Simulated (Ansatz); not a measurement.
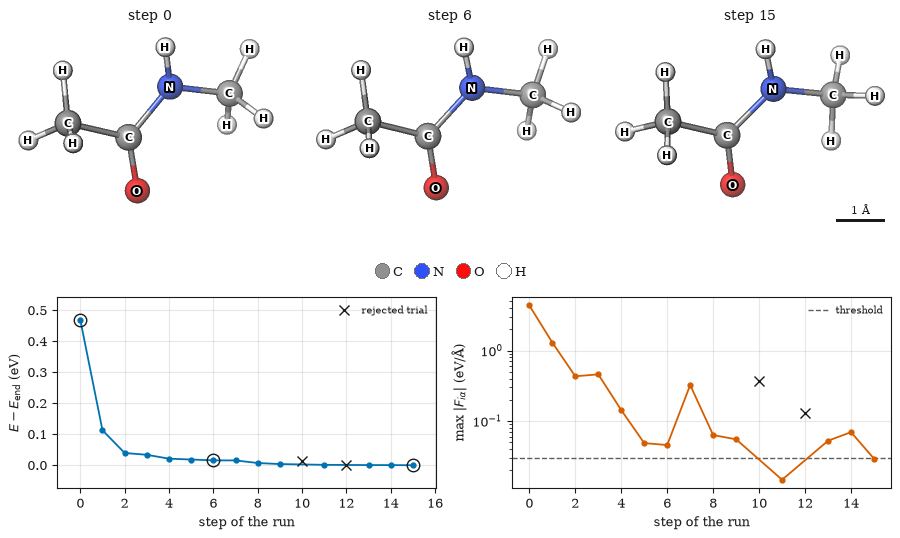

Frames of a relaxation of C3H7NO (coarse preliminary run), marked on the history of the run. The picture is a ball-and-stick view, seen at a tilt.

The start comes from a force field.

Method: Ansatz, RKS PBE-D4/def2-SVP. Settings: force threshold 0.03 eV/Å; at most 200 steps.

What happens along the run?

Answer. The atom that moves furthest after the best rigid fit is an H atom (0.53 Å). Largest moves by element: H 0.53 Å, O 0.27 Å, N 0.15 Å, C 0.08 Å. Near-neighbour distances that change, for instance: C–H 1.029 → 1.109 Å, C–N 1.382 → 1.445 Å, C–H 1.060 → 1.112 Å, C–C 1.576 → 1.524 Å. Among the angles between lasting bonds that change: H–C–H 116.6° → 106.9°, C–C–H 107.5° → 114.3°, N–C–H 111.7° → 106.7°. Groups turn about C–N by about 30°. Over 13 accepted moves (15 points after the start) the energy falls by 0.469 eV. Largest force component: 4.4 eV/Å at the start, 0.029 eV/Å at the end. The line search rejected the trial steps at points 10, 12 of the run. The forces were under the threshold at step 11, but the run went on from there. From step 0 to 6: an H atom moves most (0.20 Å), energy −0.453 eV. From step 6 to 15: H atoms move most (0.36 Å), energy −0.016 eV.

```tsv
step	E − E(0), eV	largest force component, eV/Å	note
0	0.0000	4.3673	
1	-0.3560	1.2985	
2	-0.4294	0.4305	
3	-0.4353	0.4584	
4	-0.4478	0.1425	
5	-0.4506	0.0483	
6	-0.4533	0.0454	
7	-0.4534	0.3232	
8	-0.4618	0.0629	
9	-0.4652	0.0547	
10	-0.4545	0.3678	rejected
11	-0.4677	0.0146	
12	-0.4669	0.1306	rejected
13	-0.4685	0.0523	
14	-0.4685	0.0692	
15	-0.4690	0.0290
```
